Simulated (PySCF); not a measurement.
# C7H5N (Benzonitrile): the cost of one run

Computed with PySCF 2.14.0 and routines of our own; the level stands in each step. Atoms count from 0.

## 1. The system as given

13 atoms, charge 0, multiplicity 1; geometry from: GFN2-xTB.

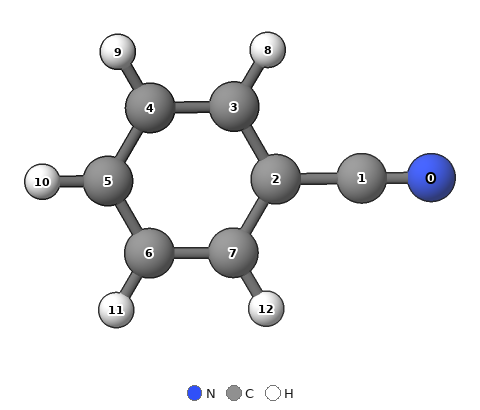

The starting geometry (nitrogen blue, carbon grey, hydrogen white).

## 2. Geometry optimisation at PBE/def2-SVP

Job settings and geometry (Å):

```
{"job": {"xc": "PBE", "basis": "def2-SVP", "grid": 1, "kind": "geom"}, "charge": 0, "multiplicity": 1}
N      3.560143     0.626991     0.034732
C      2.430993     0.429019     0.024011
C      1.038044     0.183621     0.009784
C      0.143093     1.249965     0.100803
C     -1.216135     1.002352     0.085713
C     -1.686559    -0.297390    -0.020972
C     -0.797412    -1.357332    -0.110558
C      0.564424    -1.124549    -0.093950
H      0.520648     2.258611     0.181819
H     -1.911349     1.825464     0.158309
H     -2.749704    -0.484974    -0.034228
H     -1.166963    -2.368665    -0.192626
H      1.266388    -1.942627    -0.160566
```

Run with:

```bash
$ OMP_NUM_THREADS=1 python excited_run.py task.json out
```

The driver reads the jobs from task.json and runs them one after another.

**Question.** How long does this first job take on 1 thread of Arm Neoverse V2, shared host, and how much memory does it need?

About 35 s, with a peak of 0.54 GiB.
